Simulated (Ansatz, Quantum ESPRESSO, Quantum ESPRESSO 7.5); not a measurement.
# Hf2COF MXene, 1 layer in an electric field

How does Hf2COF MXene, 1 layer respond to a gate-like field without added charge?

Main program and level: Quantum ESPRESSO 7.5; plane-wave DFT, PBE, GBRV ultrasoft pseudopotentials (geometry and cross-check by Ansatz 0.2.0 with PAW datasets; geometry under PBE).

### 1. Starting point

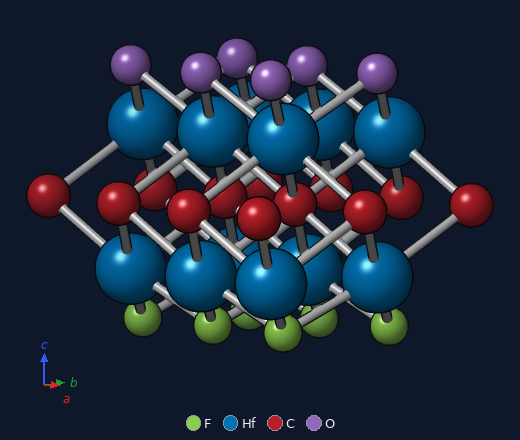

The cell as given, from the side, with the c axis up (fluorine green, hafnium blue, carbon red, oxygen purple). 3×2×1 cells are drawn. Some periodic images of atoms are drawn too.

The cell holds 5 atoms: 1 F, 2 Hf, 1 C and 1 O. Its edges and angles: a = 3.289 Å, b = 3.289 Å, c = 21.772 Å, α = 90.0°, β = 90.0°, γ = 120.0°. It derives from Hf2COF. Vacuum lies along c.

This run has no spin polarisation although its electron count is odd. A spin-polarised state was not tried and may lie lower.

### 2. Geometry from Ansatz

The geometry comes first, from a plane-wave PAW code, so that the later runs on this slab share one structure.

The input, input.yaml:

```yaml
crystal:
  lattice:
    - [3.289, 0.0, 0.0]
    - [-1.6445, 2.848357553, 0.0]
    - [0.0, 0.0, 21.7718145996]
  atoms:
    - { symbol: F, position: [0.3333333333, 0.6666666667, 0.3904130251] }
    - { symbol: Hf, position: [0.6666666667, 0.3333333333, 0.4362332494] }
    - { symbol: C, position: [0.0, 0.0, 0.4958402136] }
    - { symbol: Hf, position: [0.3333333333, 0.6666666667, 0.5554471778] }
    - { symbol: O, position: [0.6666666667, 0.3333333333, 0.6095869749] }
kpoints:
  mp_grid: { grid: [12, 12, 1] }
hamiltonian:
  xc: pbe
scf:
  occupations: { method: fermi_dirac, width: 0.05 }
  convergence: { dr2_threshold: 1.0e-08 }
efield:
  axis: 3
  dipole_correction: true
  ramp_position: 0.97
  ramp_width: 0.04
relax:
  f_tol: 0.01
  cell: { fix: [c, alpha, beta] }
output:
  write_potential: true
  write_density: true
  volumetric_format: npy
```

Run with:

```sh
ansatz run input.yaml --threads 4 --pin off --max-ram 8192MiB --backend cpu --events-out ev --progress --plain --runs-dir out
```

Numbers of over 12 decimals in the logs are rounded to 6 here.

What it wrote:

```text
Warning: relax.cell: scf.convergence.dr2_threshold = 1e-8 eV is looser than the 5e-10 eV advised for a relaxation that steers and ends on the stress (1e-10 eV for each atom of the cell: 5). What an SCF threshold leaves in a stress goes as its square root, and in the free energy as the threshold itself, and one threshold admits the most on a small cell: [figures from the program's tests cut] Set scf.convergence.dr2_threshold to 5e-10 eV or tighter. The threshold is an SCF's pass mark: one that does not reach it within its budget of iterations ends unconverged, or closes short of it on a stop that the run arms, and scf.convergence.dr2_threshold's page says what that costs each kind of run
Engine: ansatz 0.2.0, aarch64-unknown-linux-gnu
Pseudopotentials: kind: paw
Pseudopotential: F, paw, valence charge 7, recommended cutoff 420 eV (normal), F.paw.azcp
Pseudopotential: Hf, paw, valence charge 26, recommended cutoff 420 eV (normal), Hf.paw.azcp
Pseudopotential: C, paw, valence charge 4, recommended cutoff 420 eV (normal), C.paw.azcp
Pseudopotential: O, paw, valence charge 6, recommended cutoff 420 eV (normal), O.paw.azcp
Functional definition: PBE
  parameter kappa = 0.804
  parameter beta = 0.066725
  exchange = pbe_x(kappa = kappa, mu = beta*pi^2/3)
  correlation = pbe_c(beta = beta)
Crystal: 5 atoms, lattice volume = 203.964 Å³
Basis set: ecut = 420 eV, 4045 PW (Γ), exchange–correlation on 48×48×300 points (8 copies of the dense FFT grid, shifted against one another)
Bands: 42, of which v1, the nominal top of the filled ones, is band 35 counted from 1 (34 counted from 0)
Symmetry: 6 space group operations
Space group: P3m1 (ITA 156), of the structure as read, at distance tolerance 5.9e-5 Å
k-points: 19 of 144 (time reversal used)
Non-local potential: F, projectors of the file, l = 0: 2, l = 1: 2, l = 2: 1
Non-local potential: Hf, projectors of the file, l = 0: 3, l = 1: 2, l = 2: 2, l = 3: 3
Non-local potential: C, projectors of the file, l = 0: 2, l = 1: 2, l = 2: 1
Non-local potential: O, projectors of the file, l = 0: 2, l = 1: 2, l = 2: 1
PAW form: soft (Blöchl's): semilocal exchange-correlation on the pseudo side does not see the compensation charge
PAW one-centre angular grid: F, 110 points (default); XC on 64 Gauss nodes
PAW one-centre angular grid: Hf, 590 points (default); XC on 64 Gauss nodes
PAW one-centre angular grid: C, 110 points (default); XC on 64 Gauss nodes
PAW one-centre angular grid: O, 110 points (default); XC on 64 Gauss nodes
Initial density: superposition of atomic densities (neutral atoms: chi_scale 0, normalization atom), corrected by the library's trained network
Initial wavefunctions: pseudopotential atomic-orbital guess
Functional: x = pbe(κ = 0.804, μ = 0.219515), c = pbe(β = 0.066725)
SCF iter   1: F=—  HF=-33074.115467 eV  |F-HF|=—  |Δ(HF+E_count)|=         —  Δρ=3.48e-3  dr2=3.67e-2  ethr=1.77e-3  p=-0.247 e·Å  D=-2.19e-1 V/Å  ΔV_dip=4.77 eV  dr2_dipole=2.06e-4  V_vac-E_F(+/−)=7.03/2.26 eV  ⟨swp⟩=7.7  Hψ=3471  notcnv=0  defer=5
efield: sawtooth ramp at fractional position 0.9700 (set: `efield.ramp_position`, or a place that a band, a saddle search or an elastic batch's reference lends), width 0.0400; the density the first Hamiltonian is built on has a dipole p = -0.247 e·Å; the dipole correction subtracts the counter field D = -2.19e-1 V/Å, which shifts the + side's vacuum level by +4.77 eV against the − side's; the planar-averaged density in the ramp window peaks in size at 2.2e-5 e/Å³
preconditioner: auto → LDOS  [metal: Δε(μ)=0.024 eV  Ē_g=17.580 eV  σ=0.050 eV  W_gap=0.12  n_scr=32 (ndim 8)  ℏωp=21.0 eV  f_vac=0.679  D(μ)=2.08/eV (n_scr^D=8)  β→1.0]
SCF iter   2: F=—  HF=-33074.117031 eV  |F-HF|=—  |Δ(HF+E_count)|=   1.56e-3  Δρ=1.88e-3  dr2=1.08e-2  ethr=5.32e-5  p=-0.252 e·Å  D=-2.24e-1 V/Å  ΔV_dip=4.87 eV  dr2_dipole=6.88e-4  V_vac-E_F(+/−)=6.87/2.00 eV  ⟨swp⟩=2.8  Hψ=1767  notcnv=0  defer=32
SCF iter   3: F=—  HF=-33074.116798 eV  |F-HF|=—  |Δ(HF+E_count)|=   2.34e-4  Δρ=1.23e-3  dr2=4.66e-3  ethr=1.56e-5  p=-0.260 e·Å  D=-2.31e-1 V/Å  ΔV_dip=5.02 eV  dr2_dipole=5.43e-6  V_vac-E_F(+/−)=6.91/1.89 eV  ⟨swp⟩=2.5  Hψ=1546  notcnv=0  defer=32
SCF iter   4: F=—  HF=-33074.115261 eV  |F-HF|=—  |Δ(HF+E_count)|=   1.54e-3  Δρ=3.90e-4  dr2=2.63e-4  ethr=6.75e-6  p=-0.263 e·Å  D=-2.33e-1 V/Å  ΔV_dip=5.08 eV  dr2_dipole=2.07e-5  V_vac-E_F(+/−)=6.86/1.78 eV  ⟨swp⟩=2.8  Hψ=1661  notcnv=0  defer=31
SCF iter   5: F=—  HF=-33074.115098 eV  |F-HF|=—  |Δ(HF+E_count)|=   1.63e-4  Δρ=1.37e-4  dr2=6.56e-5  ethr=3.81e-7  p=-0.265 e·Å  D=-2.35e-1 V/Å  ΔV_dip=5.12 eV  dr2_dipole=9.11e-7  V_vac-E_F(+/−)=6.87/1.75 eV  ⟨swp⟩=3.1  Hψ=1899  notcnv=0  defer=31
SCF iter   6: F=—  HF=-33074.115107 eV  |F-HF|=—  |Δ(HF+E_count)|=   9.17e-6  Δρ=4.72e-5  dr2=2.54e-5  ethr=9.50e-8  p=-0.266 e·Å  D=-2.36e-1 V/Å  ΔV_dip=5.13 eV  dr2_dipole=3.18e-6  V_vac-E_F(+/−)=6.87/1.74 eV  ⟨swp⟩=2.1  Hψ=1341  notcnv=0  defer=31
SCF iter   7: F=—  HF=-33074.115114 eV  |F-HF|=—  |Δ(HF+E_count)|=   6.78e-6  Δρ=2.17e-5  dr2=4.93e-6  ethr=3.68e-8  p=-0.266 e·Å  D=-2.36e-1 V/Å  ΔV_dip=5.14 eV  dr2_dipole=4.52e-7  V_vac-E_F(+/−)=6.87/1.73 eV  ⟨swp⟩=1.8  Hψ=871  notcnv=0  defer=31
SCF iter   8: F=—  HF=-33074.114995 eV  |F-HF|=—  |Δ(HF+E_count)|=   1.19e-4  Δρ=8.14e-6  dr2=1.74e-7  ethr=7.15e-9  p=-0.266 e·Å  D=-2.36e-1 V/Å  ΔV_dip=5.14 eV  dr2_dipole=1.09e-8  V_vac-E_F(+/−)=6.87/1.72 eV  ⟨swp⟩=2.2  Hψ=1269  notcnv=0  defer=31
SCF iter   9: F=—  HF=-33074.114995 eV  |F-HF|=—  |Δ(HF+E_count)|=   1.88e-8  Δρ=3.41e-6  dr2=3.72e-8  ethr=2.52e-10  p=-0.266 e·Å  D=-2.36e-1 V/Å  ΔV_dip=5.14 eV  dr2_dipole=9.43e-10  V_vac-E_F(+/−)=6.87/1.72 eV  ⟨swp⟩=3.0  Hψ=1587  notcnv=0  defer=31
SCF iter  10: F=-33074.114995 eV  HF=-33074.114995 eV  |F-HF|=1.63e-8  |Δ(HF+E_count)|=   7.85e-8  Δρ=1.57e-6  dr2=7.14e-9  ethr=1.45e-11  p=-0.266 e·Å  D=-2.36e-1 V/Å  ΔV_dip=5.14 eV  dr2_dipole=7.62e-10  V_vac-E_F(+/−)=6.87/1.72 eV  ⟨swp⟩=11.6  Hψ=7026  notcnv=0
SCF 1 converged in 10 iterations: F = -33074.114995 eV  dr2 = 7.14e-9
  greatest PAW one-centre occupation: 0.999 electrons in one spin orbital (limit 2), on the Hf atom at site 3 (counted from 0), in its partial waves of l = 0
relax step   1: F+E_penalty+E_count = -33074.11499464 eV  Δ(F+E_penalty+E_count) = +0.000e0 eV  max|allowed force component| = 3.958e0 eV/Å  Δτ_max = 0.0000 Å  P = +0.065 GPa  Ω = 203.964 Å³  fix = [c, alpha, beta]  reactions: c +0.074 GPa  (10 SCF iters, accepted)
Crystal: 5 atoms, lattice volume = 200.858 Å³
[...]
SCF iter   9: F=-33075.061157 eV  HF=-33075.061157 eV  |F-HF|=2.72e-8  |Δ(HF+E_count)|=   4.64e-8  Δρ=1.19e-6  dr2=2.68e-9  ethr=1.45e-11  p=-0.094 e·Å  D=-8.53e-2 V/Å  ΔV_dip=1.86 eV  dr2_dipole=1.49e-10  V_vac-E_F(+/−)=5.16/3.30 eV  ⟨swp⟩=10.7  Hψ=6291  notcnv=0
SCF 3 converged in 9 iterations: F = -33075.061157 eV  dr2 = 2.68e-9
relax step   3: F+E_penalty+E_count = -33075.06115680 eV  Δ(F+E_penalty+E_count) = -1.051e-1 eV  max|allowed force component| = 1.421e-1 eV/Å  Δτ_max = 0.0926 Å  P = -0.108 GPa  Ω = 200.176 Å³  energy of the carried Pulay correction = +3.886e-3 eV  fix = [c, alpha, beta]  reactions: c -0.277 GPa  (9 SCF iters, accepted)
[...]
relax step   4: F+E_penalty+E_count = -33075.05880354 eV  Δ(F+E_penalty+E_count) = +2.353e-3 eV  max|allowed force component| = 1.948e-1 eV/Å  Δτ_max = 0.0261 Å  P = +0.102 GPa  Ω = 201.201 Å³  energy of the carried Pulay correction = +2.827e-3 eV  fix = [c, alpha, beta]  (8 SCF iters, rejected (line search))
[...]
relax step   5: F+E_penalty+E_count = -33075.06191727 eV  Δ(F+E_penalty+E_count) = -7.605e-4 eV  max|allowed force component| = 5.839e-3 eV/Å  Δτ_max = 0.0124 Å  P = +0.001 GPa  Ω = 200.535 Å³  energy of the carried Pulay correction = +3.514e-3 eV  fix = [c, alpha, beta]  reactions: c +0.010 GPa  (7 SCF iters, accepted)
Initial wavefunctions: pseudopotential atomic-orbital guess (no wavefunctions were taken with the density)
iter 1 solved again at ethr=6.67e-7 eV; its pass at ethr=3.10e-3 eV (dr2=4.60e-4 eV) is discarded
SCF iter   1: F=—  HF=-33075.058818 eV  |F-HF|=—  |Δ(HF+E_count)|=         —  Δρ=7.87e-5  dr2=1.89e-6  ethr=6.67e-7  p=-0.090 e·Å  D=-8.14e-2 V/Å  ΔV_dip=1.77 eV  dr2_dipole=3.76e-9  V_vac-E_F(+/−)=5.07/3.30 eV  ⟨swp⟩=4.0  Hψ=5819  notcnv=0
efield: sawtooth ramp at fractional position 0.9700 (set: `efield.ramp_position`, or a place that a band, a saddle search or an elastic batch's reference lends), width 0.0400; the density the first Hamiltonian is built on has a dipole p = -0.090 e·Å; the dipole correction subtracts the counter field D = -8.14e-2 V/Å, which shifts the + side's vacuum level by +1.77 eV against the − side's; the planar-averaged density in the ramp window peaks in size at 2.0e-6 e/Å³
preconditioner: auto → LDOS  [metal: Δε(μ)=0.112 eV  Ē_g=17.732 eV  σ=0.050 eV  W_gap=0.46  n_scr=32 (ndim 8)  ℏωp=21.1 eV  f_vac=0.676  D(μ)=1.86/eV (n_scr^D=8)  β→1.0]
SCF iter   2: F=—  HF=-33075.058707 eV  |F-HF|=—  |Δ(HF+E_count)|=   1.11e-4  Δρ=4.27e-5  dr2=2.12e-6  ethr=2.74e-9  p=-0.090 e·Å  D=-8.14e-2 V/Å  ΔV_dip=1.77 eV  dr2_dipole=1.70e-9  V_vac-E_F(+/−)=5.07/3.30 eV  ⟨swp⟩=3.3  Hψ=1985  notcnv=0
SCF iter   3: F=—  HF=-33075.058706 eV  |F-HF|=—  |Δ(HF+E_count)|=   9.33e-7  Δρ=8.67e-6  dr2=1.44e-7  ethr=2.74e-9  p=-0.090 e·Å  D=-8.14e-2 V/Å  ΔV_dip=1.77 eV  dr2_dipole=1.70e-10  V_vac-E_F(+/−)=5.07/3.30 eV  ⟨swp⟩=2.1  Hψ=1463  notcnv=0
SCF iter   4: F=—  HF=-33075.058706 eV  |F-HF|=—  |Δ(HF+E_count)|=   5.18e-8  Δρ=2.98e-6  dr2=1.16e-8  ethr=2.09e-10  p=-0.090 e·Å  D=-8.14e-2 V/Å  ΔV_dip=1.77 eV  dr2_dipole=1.83e-11  V_vac-E_F(+/−)=5.07/3.30 eV  ⟨swp⟩=2.4  Hψ=1525  notcnv=0
SCF iter   5: F=-33075.058706 eV  HF=-33075.058706 eV  |F-HF|=4.42e-9  |Δ(HF+E_count)|=   2.74e-8  Δρ=5.76e-7  dr2=5.95e-10  ethr=1.45e-11  p=-0.090 e·Å  D=-8.14e-2 V/Å  ΔV_dip=1.77 eV  dr2_dipole=3.76e-12  V_vac-E_F(+/−)=5.07/3.30 eV  ⟨swp⟩=14.2  Hψ=7099  notcnv=0
SCF 6 converged in 5 iterations: F = -33075.058706 eV  dr2 = 5.95e-10
relax step   6: F+E_penalty+E_count = -33075.05870605 eV  Δ(F+E_penalty+E_count) = +3.211e-3 eV  max|allowed force component| = 5.538e-3 eV/Å  Δτ_max = 0.0000 Å  P = -0.024 GPa  Ω = 200.535 Å³  fix = [c, alpha, beta]  reactions: c -0.003 GPa  stress off target by 3.51e-2 GPa on what of the cell is left free  SCF on the basis re-selected at this cell (its energy is not comparable with the rows above)  (5 SCF iters)
basis re-selected at this cell: Δ(F+E_penalty+E_count) = +3.211e-3 eV, ΔP = -0.026 GPa vs the last step (what re-selecting the basis moved, of the pressure what is left beyond the Pulay correction that the steps carried, after the strain that the cell walked since its last selection, with what the two solves' SCF thresholds leave and, on support functions, any second-order correction that the steps lacked; it is no m [...]
WARN: The output density's exchange-correlation potential varies sharply where the density is thin. Do not read a vacuum level from v_tot or v_xc, or from such a field of the output density. On a cell that repeats whose density bears no net charge and no dipole along the vacuum's axis use v_es (v_loc + v_h of the components); under efield.dipole_correction with no amplitude use v_es + v_field, which holds any externa [...]
SCF converged after 5 iterations
Free energy (F): -33075.058706 eV
Harris-Foulkes:  -33075.058706 eV  (|F-HF|=4.42e-9)
Internal energy: -33075.043700 eV  (E = F + TS)
E sigma→0 (E₀):  -33075.051203 eV
Entropy (-TS):   -0.015006 eV (-3.001 meV/atom)
Fermi energy:    2.722885 eV
Dipole field:    D = -0.081431 V/Å  (p = -0.090245 e·Å, saw-weighted, corrected)
Work function:   Φ+ = 5.0731 eV   Φ− = 3.3002 eV
Levels:          The Fermi level and band energies are counted from a zero that moves with the ramp; work functions are not
--- Per-component energies (eV) ---
  E_band       = -1006.390425
  E_kinetic    = 1315.709298
  E_local      = -104665.068919  (includes V_loc(G=0)·N_el)
  E_nonlocal   = -2339.530698
  E_hartree    = 51365.122673
  E_xc         = -802.280889
  E_vxc        = -789.274549  (∫ρ·V_xc dr)
  E_paw        = -14311.727646  (= ΣΔE_a)
  E_vpaw       = 2740.496660  (= ΣTr[D̂ρ^β])
  E_aug_tail   = 0.004501  (compensation charges beyond the density's cutoff)
  E_efield     = 0.003674  (sawtooth field / dipole correction)
  E_vefield    = 1.024128  (∫n·V_field dr)
  E_ewald      = 36362.724306
  E_smearing   = -0.015006  (= −TS)
  E_closure    = 0.000000  (closes the sum)
  Σ components = -33075.058706   (vs F -33075.058706, Δ=0.00e0)
--- Forces (eV/Å), atoms counted from 1 ---
  atom   1  F      0.00000000     0.00000000     0.00043476
  atom   2  Hf     0.00000000    -0.00000000     0.00523006
  atom   3  C      0.00000000     0.00000000    -0.00553709
  atom   4  Hf    -0.00000000    -0.00000000    -0.00505730
  atom   5  O      0.00000000    -0.00000000     0.00493429
  max |Σ_I F_I| component: 4.71e-6 eV/Å
--- Stress (GPa, compression-positive) ---
       -0.035135       0.000000       0.000000
        0.000000      -0.035135      -0.000000
        0.000000      -0.000000      -0.002520
  P = ⅓ Tr σ = -0.0243 GPa (-0.243 kbar)
--- Band table (eV; the first three rows and the last of 19) ---
  k-point 0: bands = [... 31 lower, -0.7349, 0.3526, 0.3526, 3.6151, 3.6151, 3.6701, 4.3660, 5.7624, ... 3 higher]
  k-point 1: bands = [... 31 lower, -0.6403, 0.0437, 0.2850, 3.2561, 3.7283, 3.9678, 4.3411, 5.7716, ... 3 higher]
  k-point 2: bands = [... 31 lower, -0.8107, -0.3072, 0.1316, 2.8170, 3.9432, 4.0895, 4.6872, 5.7715, ... 3 higher]
  k-point 18: bands = [... 31 lower, -1.2831, -0.9637, -0.7468, 3.6515, 4.4250, 4.7852, 6.0736, 6.1353, ... 3 higher]
--- Relaxed structure (5 steps of the walk, 4 accepted, 1 SCFs on fresh bases) ---
  F+E_penalty+E_count = -33075.05870605 eV   max|allowed force component| = 5.538e-3 eV/Å   (the final SCF, on the basis selected at the relaxed cell)
  cell:  # Å, volume = 200.5355 Å³
    - [3.261242, 0, 0]
    - [-1.630621, 2.824318, 0]
    - [0, 0, 21.7718145996]
  atoms:
    - { symbol: F, position: [0.333333, 0.666667, 0.380452] }
    - { symbol: Hf, position: [0.666667, 0.333333, 0.441792] }
    - { symbol: C, position: [9.785511940852338e-19, 0, 0.496993] }
    - { symbol: Hf, position: [0.333333, 0.666667, 0.561804] }
    - { symbol: O, position: [0.666667, 0.333333, 0.606479] }
```

Wall time 28 s (4 threads of Arm Neoverse V1, shared host); peak memory 0.6 GiB; 1.8 min of CPU time.

Relaxation path:

| step | energy less that of the first step (eV) | largest force component (eV/Å) | pressure (GPa) | volume (Å³) |
| --- | --- | --- | --- | --- |
| 1 | 0.0000 | 3.9577 | 0.06 | 203.96 |
| 2 | -0.8410 | 1.9830 | 1.02 | 200.86 |
| 3 | -0.9462 | 0.1421 | -0.11 | 200.18 |
| 4 | -0.9438 | 0.1948 | 0.10 | 201.20 |
| 5 | -0.9469 | 0.0058 | 0.00 | 200.54 |
| 6* | -0.9437 | 0.0055 | -0.02 | 200.54 |

Relaxation steps marked * repeat the geometry before them on a plane-wave basis chosen anew for their cell, so energy and pressure can jump there. Relaxation step 4 was tried and not accepted.

Forces are held to the 6 operations that the run works with; a distortion that breaks them can't arise in this run.

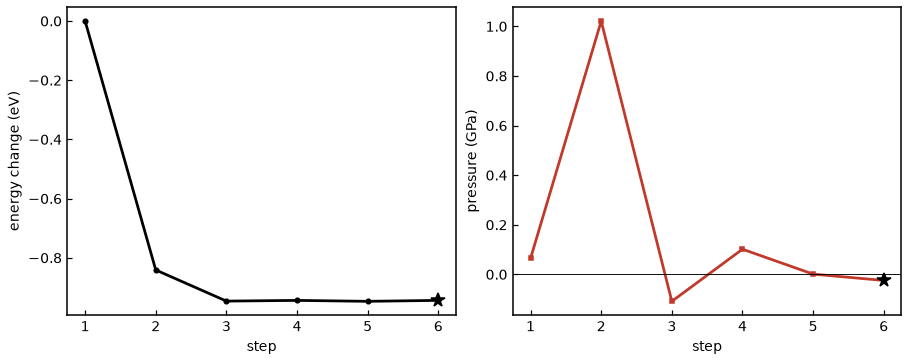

Energy and pressure along the relaxation. Stars mark steps on a basis chosen anew.

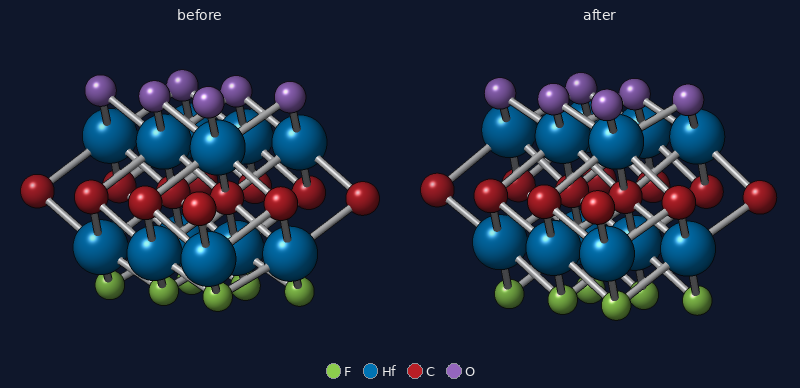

Before and after, at one scale.

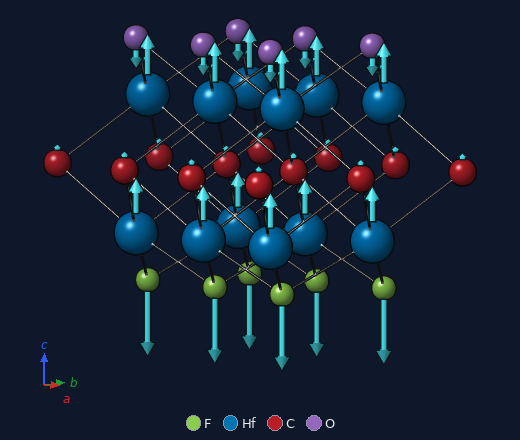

Displacements in the relaxation, exaggerated, measured against the changing cell; the longest in the cell stands for 0.22 Å. 3×2×1 cells are drawn. Some periodic images of atoms are drawn too.

| cell as run | before | after | change |
| --- | --- | --- | --- |
| a (Å) | 3.289 | 3.261 | -0.8 % |
| b (Å) | 3.289 | 3.261 | -0.8 % |

The atoms that moved most (Å, along periodic axes as changes of fractional coordinates times the final cell, across vacuum about the mean position):

| atom | dx | dy | dz | length |
| --- | --- | --- | --- | --- |
| F1 | 0.000 | 0.000 | -0.217 | 0.217 |
| Hf4 | 0.000 | 0.000 | 0.138 | 0.138 |
| Hf2 | 0.000 | 0.000 | 0.121 | 0.121 |
| O5 | 0.000 | 0.000 | -0.068 | 0.068 |
| C3 | 0.000 | 0.000 | 0.025 | 0.025 |

Final coordinates:

```xyz
5
Lattice="3.2612 0.0000 0.0000 -1.6306 2.8243 0.0000 0.0000 0.0000 21.7718" Properties=species:S:1:pos:R:3
F     0.0000    1.8829    8.2831
Hf    1.6306    0.9414    9.6186
C     0.0000    0.0000   10.8204
Hf    0.0000    1.8829   12.2315
O     1.6306    0.9414   13.2042
```

This step gave:

- free energy: -33075.0587 eV
- energy at zero smearing: -33075.0512 eV
- smearing term TS: 0.01501 eV
- Fermi energy: 2.723 eV
- symmetry operations: 6
- work function of the upper face: 5.073 eV
- work function of the lower face: 3.300 eV
- dipole along the normal: -0.09024 e·Å

(Part 1 of 6 ends here.)

[Logs are printed without paths, hosts, clocks, repeated set-up lines and the standing remarks that a program may print on its own settings, such as how far it seeks lower states.]

[Hosts, paths, dates, database ids (printed as entryN), source tags and the programs' standing remarks are cut or masked in the printed files.]

[Maps of the electrostatic potential energy from Ansatz leave out the sawtooth potential of an applied field or a dipole correction, so their vacuum need not be flat; planar profiles and work functions include it.]
